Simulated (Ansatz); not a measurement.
Cost and result by functional for the surface energy of the (20-23) surface of hcp Cd in its 1x1 cell, outermost plane spacing 0.18 Å in the ideal cut, in Ansatz (plane waves, PAW). Single points on the PBE structure, on one kind of machine; costs are rough ratios of the slab run's core time (references not counted) to the cheapest single point. r2SCAN's cost holds its higher cutoff (500 against 420 eV). Differences are taken against r2SCAN for comparison alone: no measured value is at hand, so the table doesn't rank accuracy.

Model: 20-atom slab, 9.9 Å thick at the start (thin: gaps and levels are the slab's own), 12x3x1 mesh, Fermi-Dirac 0.1 eV, dipole correction, all atoms relaxed; held to the part of the start's symmetry that mesh and held atoms allow; no spin, no spin-orbit, no U. These notes are the PBE run's.

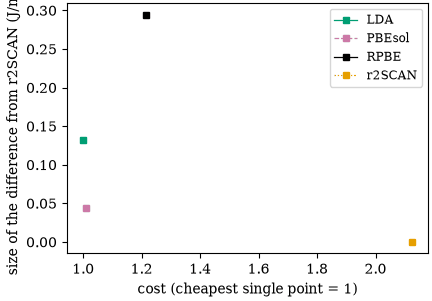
Difference from r2SCAN against cost

| functional | relative cost | surface energy (J/m²) | less r2SCAN (J/m²) |
|---|---|---|---|
| LDA | 1 | 0.63 | 0.13 |
| PBEsol | 1 | 0.54 | 0.04 |
| RPBE | 1 | 0.20 | -0.29 |
| r2SCAN | 2 | 0.50 | 0.00 |
| PBE (the relaxed run's value) | – | 0.35 | -0.15 |

The values span 0.43 J/m², while the single points' costs differ by a factor of roughly 2. Differences are of unrounded values.

Ansatz is an electronic-structure program.
